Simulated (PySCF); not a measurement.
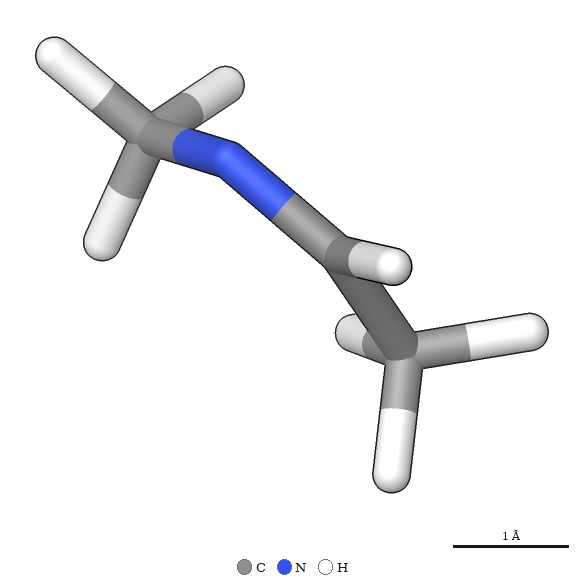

The picture shows a molecular structure as a stick model. Every bond is drawn as one stick, whatever its order.

What is the molecular formula?

C3H7N, 11 atoms: 3 carbon, 7 hydrogen and 1 nitrogen.

How many bonds of each kind are drawn?

7 C–H, 2 C–N, 1 C–C.

Does it have rings?

It has no ring.

The parts below concern this one geometry. Atoms keep their numbers from picture to picture. Computed geometry: PBE0-D3(BJ)/def2-SVP optimisation. No frequency run is at hand to confirm it as a minimum.

Core levels

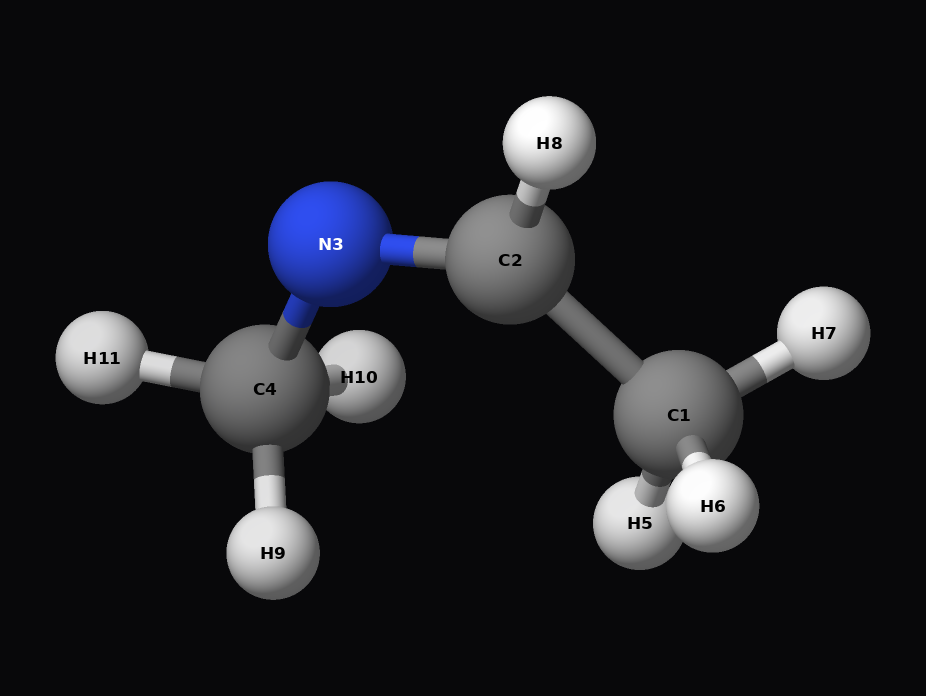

No frequency run is at hand to confirm it as a minimum. Level of theory: delta-SCF UKS SCAN, pcX-2 on the ionised atom, pcseg-1 elsewhere, spin-free X2C (PySCF 2.14.0).

Give the core-electron binding energies (to vacuum) of C1 1s, C2 1s, N3 1s, C4 1s.

```json
{"atom": "C1", "level": "1s", "binding energy (eV)": "291.1"}
{"atom": "C2", "level": "1s", "binding energy (eV)": "291.6"}
{"atom": "N3", "level": "1s", "binding energy (eV)": "404.4"}
{"atom": "C4", "level": "1s", "binding energy (eV)": "291.3"}
```

Excitation

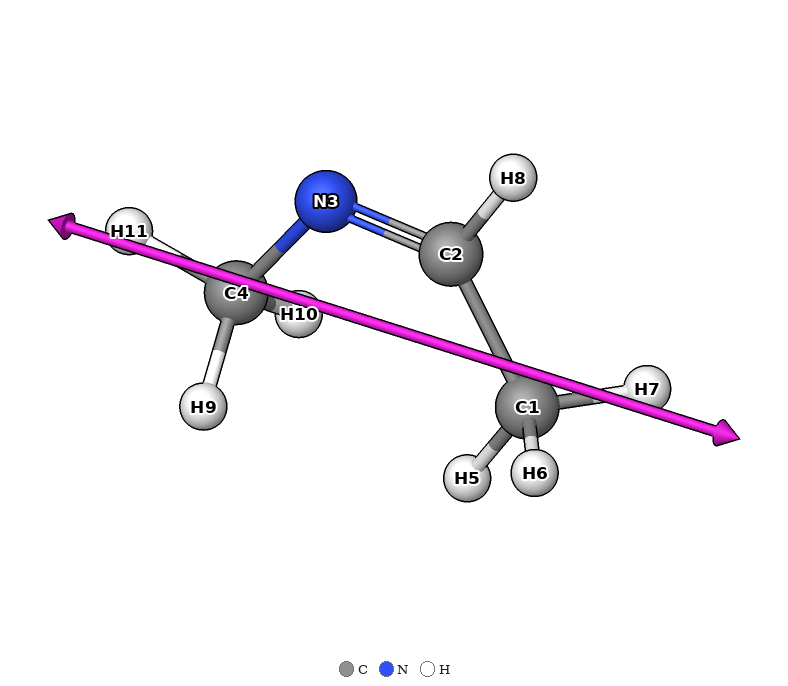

The double arrow shows the direction of the transition dipole to excited singlet state 4 (its length means nothing). No frequency run is at hand to confirm it as a minimum. Level of theory: TDDFT CAM-B3LYP/def2-SVPD, vertical, gas phase, core orbitals frozen in the response (PySCF 2.14.0).

How is the transition polarised?

Nearly parallel to the C2–N3 bond.

Where does the transition lie, and how strong is it?

7.66 eV (162 nm), oscillator strength 0.16, of mixed character, with the largest part HOMO−1 → LUMO (weight 0.47); transition dipole 2.37 D.

Spin–spin coupling

No frequency run is at hand to confirm it as a minimum. Properties computed with B3LYP/pcJ-1 indirect spin-spin coupling, non-relativistic, gas phase (PySCF 2.14.0). Isotopes: 13C, 1H, 15N.

Give the spin–spin coupling constants of these pairs, with the number of bonds between them: C2/N3, N3/C4, C1/N3, N3/H11, N3/H9, N3/H10, N3/H8, N3/H5, N3/H6, N3/H7.

```
   pair  bonds apart  J (Hz)
 C2, N3            1    −5.8
 N3, C4            1     4.4
 C1, N3            2     3.2
N3, H11            2    −6.6
 N3, H9            2     1.7
N3, H10            2     1.9
 N3, H8            2   −14.8
 N3, H5            3    −1.5
 N3, H6            3    −2.8
 N3, H7            3    −2.6
```
